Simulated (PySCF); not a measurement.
## A study: ClH3Si, SMILES `Cl[SiH3]`

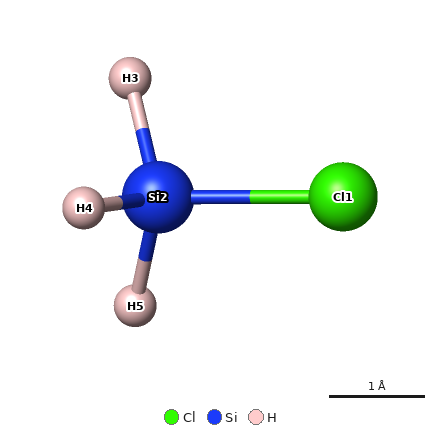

The molecule, with its atoms numbered as below. No frequency check shows the geometry to be a minimum.

Coordinates in Å:

```
Cl1     -1.0452    0.0000    0.0000
Si2      0.9650   -0.0000    0.0001
H3       1.4193   -1.2584   -0.5812
H4       1.4206    0.1260    1.3789
H5       1.4192    1.1326   -0.7992
```

## 1. Bonding charge

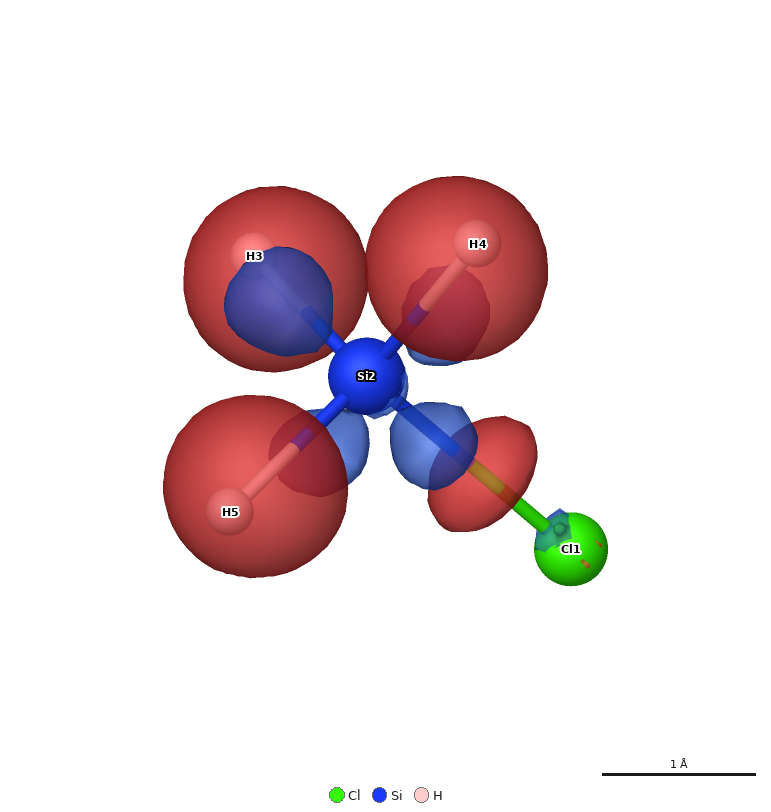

Deformation density (molecule less spherical, spin-averaged free atoms at the same positions), surfaces at ±0.1 e/Å³; red: gain, blue: loss.

PySCF calculation, PBE0/def2-SVPD, gas phase; geometry: GFN2-xTB.

**Describe the bonding that the map shows.**

Si2–H4, Si2–H3 and Si2–H5: +0.20 e/Å³ at the bond critical point (bond length 1.46 Å). Cl1–Si2: +0.03 e/Å³ at the bond critical point (bond length 2.01 Å); up to 0.6 Å beside the axis the gain reaches +0.18 e/Å³. In all, 1.2 electrons gather in the regions of gain relative to the promolecule. A small or negative value marks a very polar bond, one between electron-rich atoms, whose free-atom densities already overlap strongly, a long bond to a heavier atom, or a closed-shell contact such as a hydrogen bond.

**Where do the Hirshfeld charges lie?**

The highest Hirshfeld charge is on Si2 (+0.33 e), the lowest on Cl1 (−0.12 e).

## 2. Local ionisation energy

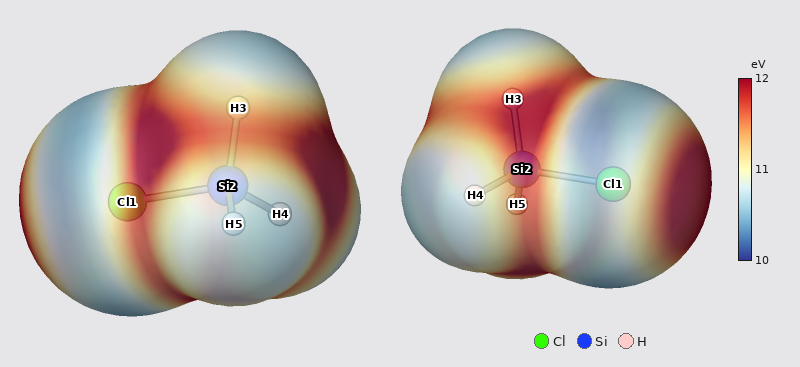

Average local ionisation energy on the surface of electron density 0.001 a.u. (back view left, front view right).

**Where are the most loosely bound electrons on this surface?**

The lowest value is 10.4 eV, 2.1 Å from Cl1, and at like points elsewhere. Further minima include 10.6 eV, 1.4 Å from H5, and at like points elsewhere. For comparison, the highest occupied orbital lies at −9.1 eV.

## 3. In an electric field

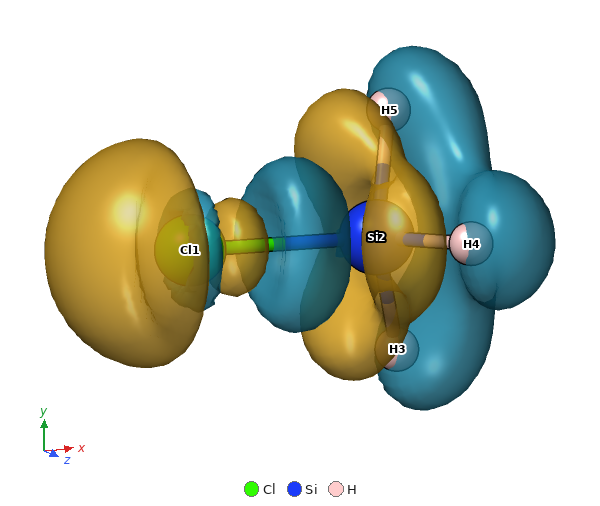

Change of the electron density in a uniform field of 0.51 V/Å, surfaces at ±0.004 e/Å³ (yellow: gain, teal: loss).

Computed with PySCF, HF/cc-pVDZ, geometry: GFN2-xTB. A basis without diffuse functions makes polarisabilities too small.

**Along which Cartesian direction does the field point?**

Along +x: electrons gather on the −x side, against the field.

**How large is the response?**

The induced dipole is 0.90 D (along the field); α along this axis, from the fields in both directions, is 36 bohr³ (5.3 Å³).

**Which atoms gain and lose the most charge?**

Electrons gather most on Cl1 (Hirshfeld charge changes by −0.043 e) and leave Si2 most (+0.014 e); 0.086 electrons are displaced in all.

## 4. Localised orbitals

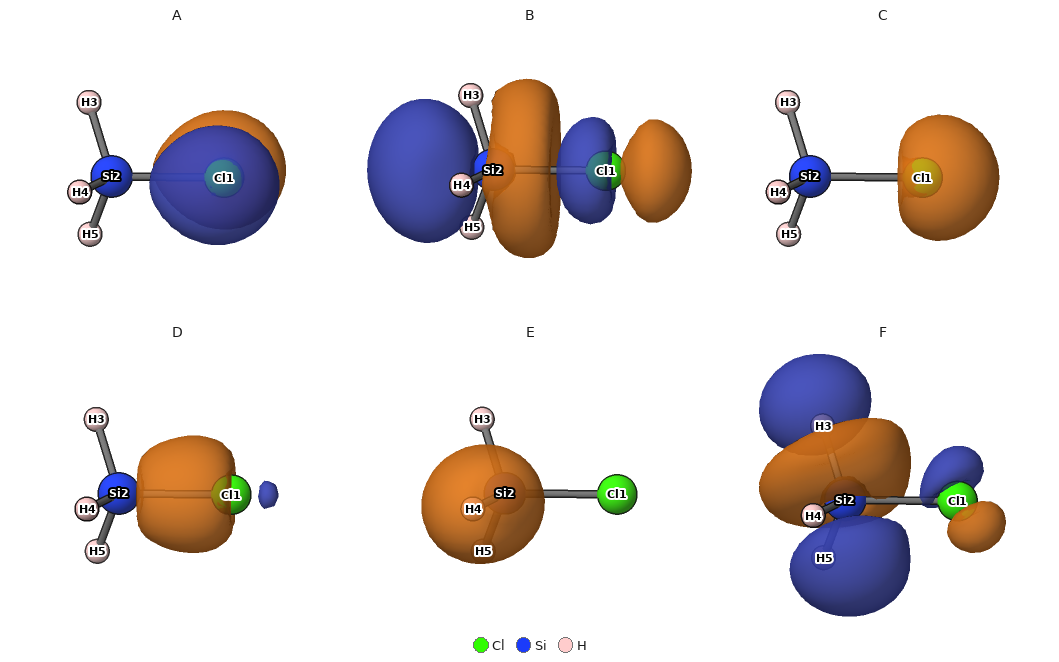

Intrinsic bond orbitals (IBO), occupied and valence-virtual; each surface holds about 80 % of the orbital's density. Energies are diagonal elements of the Fock matrix.

Computed with PySCF, B3LYP/def2-TZVP, geometry: GFN2-xTB.

**Identify each orbital.**

By panel:
- A: lone pair on Cl1 (p-type) (Cl1 97 %; −9.3 eV)
- B: σ* orbital Si2–Cl1, mostly on Si2 (Si2 74 %, Cl1 26 %; 1.7 eV)
- C: lone pair on Cl1 (sp0.4-type) (Cl1 100 %; −17.6 eV)
- D: σ bond Cl1–Si2 (Cl1 72 %, Si2 27 %; −16.7 eV)
- E: σ bond H4–Si2 (H4 55 %, Si2 44 %; −11.6 eV)
- F: σ* orbital Si2–H3 (Si2 54 %, H3 43 %; 4.9 eV)

**How do all the valence pairs divide up?**

7 pairs: 4 σ bonds and 3 lone pairs.

## 5. Stretching a bond

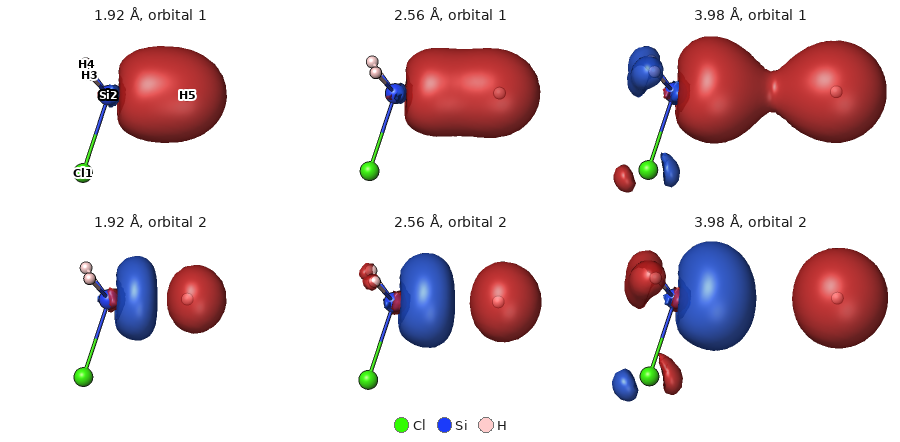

Rigid stretch of the Si2–H5 bond. The two CASSCF(2,2) natural orbitals nearest half filling (orbital 1 the more occupied).

Level of theory: def2-TZVP basis (PySCF), at a geometry from GFN2-xTB.

**How do the occupations change along the stretch?**

1.92 Å: 1.94 and 0.06; 2.56 Å: 1.79 and 0.21; 3.98 Å: 1.19 and 0.81. At the longest distance computed (3.98 Å) they are 1.19 and 0.81, and the effective number of unpaired electrons is 1.9.

**Where does the UHF solution part from RHF?**

Between 1.92 Å (⟨S²⟩ = 0, the two coincide) and 2.20 Å (⟨S²⟩ = 0.12); at 3.98 Å ⟨S²⟩ is 1.00 and UHF lies 3.4 eV below RHF.

**How much energy does the stretch cost?**

By CASSCF, 3.7 eV from the lowest point of the scan (1.56 Å) to 3.98 Å; RHF gives 6.7 eV from its own lowest point. The fragments aren't relaxed and dynamic correlation is missing, so this isn't a bond dissociation energy.

The PySCF runs shown took 2.9 s, 0.72 s, 3.2 s and 67 s on 1 thread of Intel(R) Xeon(R) 6975P-C (Granite Rapids) (shared host).
